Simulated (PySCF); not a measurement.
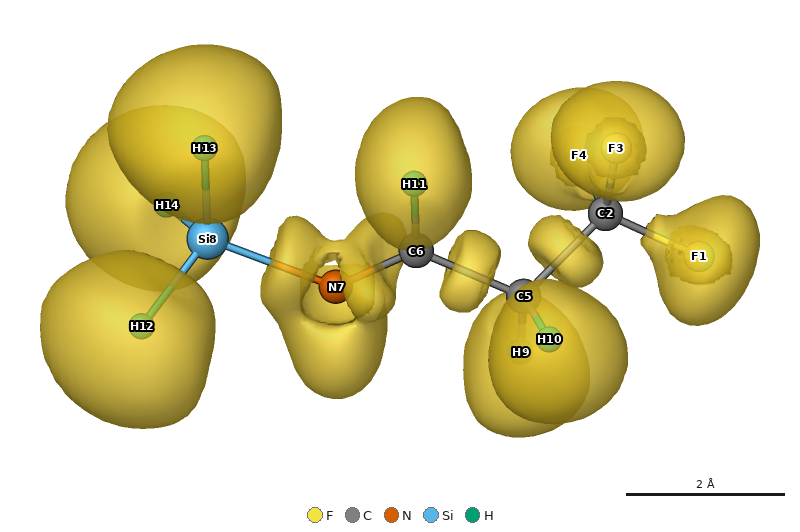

The picture shows: C3H6F3NSi. Isosurface of the ELF at 0.75 (yellow), seen across its widest extent. Only the valence region is drawn (cores and ρ < 0.01 e/Å³ removed).

Geometry: PBE0-D3(BJ)/def2-SVP.

The calculation used PBE0/pcSseg-1, SCF density, gas phase, non-relativistic in PySCF 2.14.0.

| atom | x (Å) | y (Å) | z (Å) |
| --- | --- | --- | --- |
| F | -3.4286 | -0.3250 | -0.4718 |
| C | -2.2701 | -0.4370 | 0.1782 |
| F | -2.4889 | -0.0979 | 1.4556 |
| F | -1.9182 | -1.7259 | 0.1664 |
| C | -1.2044 | 0.4282 | -0.4450 |
| C | 0.1270 | 0.2880 | 0.2379 |
| N | 1.1942 | 0.1154 | -0.4138 |
| Si | 2.7881 | -0.0353 | 0.3097 |
| H | -1.0994 | 0.1678 | -1.5067 |
| H | -1.5504 | 1.4725 | -0.3706 |
| H | 0.0889 | 0.3621 | 1.3479 |
| H | 3.6434 | 1.0599 | -0.2300 |
| H | 2.7407 | 0.0550 | 1.8077 |
| H | 3.3554 | -1.3517 | -0.0973 |

Where are the electrons localised?

Answer. The ELF exceeds this value in two regions between bonded C–C atoms (shared pairs), six regions around hydrogen nuclei, three regions on F in which the atom's valence shell and bonds are merged and one region on N in which the atom's valence shell and bonds are merged. Profiles from the grid: C–N (1.26 Å): the ELF peaks at about 0.90 between the atoms: a multiple bond. C–F (1.33 Å): the ELF peaks at about 0.85 between the atoms, as expected for a shared but strongly polarised pair.
